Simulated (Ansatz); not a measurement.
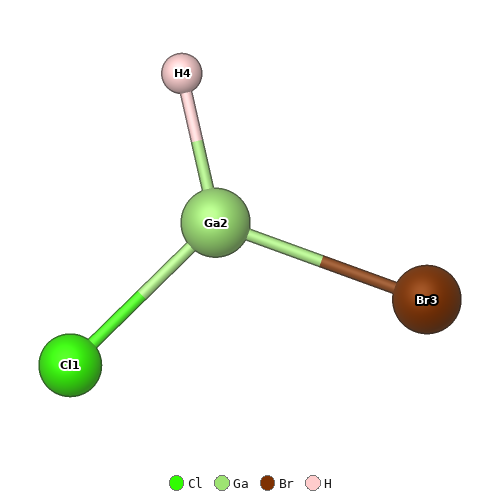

The system is BrClGaH, SMILES [Cl][GaH][Br]; the picture shows the grid point nearest to the relaxed geometry. 
- Two internal coordinates are moved rigidly from the geometry relaxed at PBE0-D4/def2-TZVP, all others fixed.
- First axis: bond Cl1–Ga2. Second axis: angle Cl1–Ga2–H4.
- The scan uses a 5 × 5 grid.
- Energies are in kJ/mol, from the lowest grid point.
- Theory: Ansatz 0.2.0, RHF-CCSD(T), frozen core/def2-TZVPP.

Its coordinates:

```xyz
4

Cl   -1.9705   -0.0958   -0.5286
Ga    0.0184    0.1574   -0.0687
Br    1.0387   -1.6326    0.8890
H     0.7577    1.4840   -0.3611
```

Range: bond Cl1–Ga2 from 1.874 to 2.982 Å; angle Cl1–Ga2–H4 from 103.7 to 139.7°.

What will the energy surface look like?

The lowest grid point is at bond Cl1–Ga2 = 2.057 Å, angle Cl1–Ga2–H4 = 121.7°. The bottom of the well lies between grid points, at about bond Cl1–Ga2 = 2.138 Å, angle Cl1–Ga2–H4 = 121°, about 5.5 kJ/mol lower on the interpolated surface. No other kind of well shows on this grid. The highest grid point, bond Cl1–Ga2 = 2.982 Å, angle Cl1–Ga2–H4 = 139.7°, lies 217 kJ/mol above the lowest.

| angle Cl1–Ga2–H4 ↓, bond Cl1–Ga2 → | 1.874 | 2.057 | 2.324 | 2.636 | 2.982 |
| --- | --- | --- | --- | --- | --- |
| 139.7 | 106 | 26 | 39 | 119 | 217 |
| 130.7 | 83 | 6 | 23 | 106 | 208 |
| 121.7 | 76 | 0 | 17 | 102 | 204 |
| 112.7 | 82 | 5 | 21 | 105 | 206 |
| 103.7 | 101 | 21 | 33 | 114 | 213 |

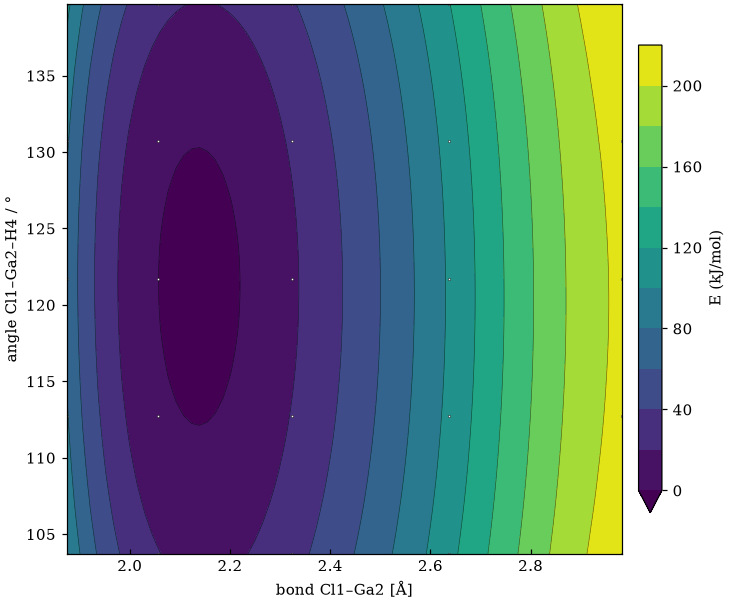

In the figure: filled contours, dots at the grid points. Between grid points the surface is interpolated.
